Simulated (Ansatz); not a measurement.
What N → As does to VN

The parent structure is VN in the zinc blende structure (space group F-43m, No. 216; a = 4.3828 Å; a model cell, its experimental status unchecked).

The change: every N is replaced by As, then cell and atoms are relaxed.

Calculations: PBEsol (Ansatz, an electronic-structure program; PAW; 420 eV plane waves; scalar-relativistic without spin-orbit coupling). Γ-centred 14×14×14 mesh, Fermi–Dirac width 0.05 eV, for the changed cell.

The volume per atom increases by 11.38 Å³ (10.52 Å³ → 21.90 Å³) and the density decreases by 0.35 g/cm³ (5.12 g/cm³ → 4.77 g/cm³). The lattice parameter a grows by 1.213 Å, from 4.383 Å to 5.596 Å and the shortest interatomic distance rises by 0.525 Å, from 1.898 Å to 2.423 Å. The band gap changes from zero to 0.08 eV and the gap character becomes indirect, X → W (base: absent). The magnetic state goes from non-magnetic to ferromagnetic.

Final structure:

```xyz
2
Lattice="0.0000 2.7978 2.7978 2.7978 0.0000 2.7978 2.7978 2.7978 0.0000" Properties=species:S:1:pos:R:3 pbc="T T T"
As     1.3989     1.3989     1.3989
V      0.0000     0.0000     0.0000
```

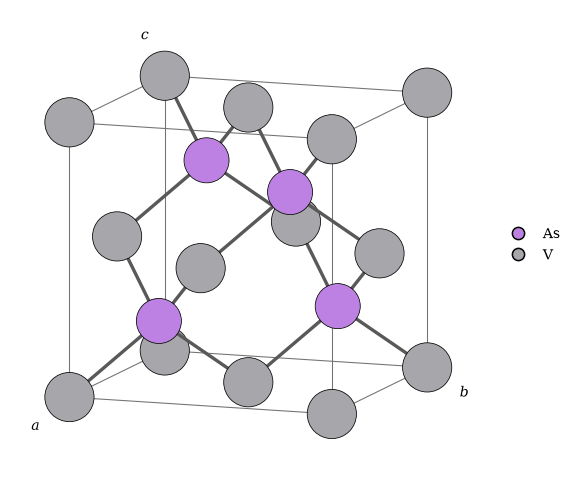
The relaxed conventional cell after the change

The magnetic state is the one reached from the starting moments; the real material's order can differ, and small cells can't hold many antiferromagnetic ones. Whether these cells are dynamically stable was not tested. As relaxed here, VAs is a hypothetical phase, not in the database extracts checked. Seeded moments were not kept for the base. Spin-polarised in the final run: VAs; the other runs are not. A zero or small gap of VAs can be the functional's error rather than a property of the material.
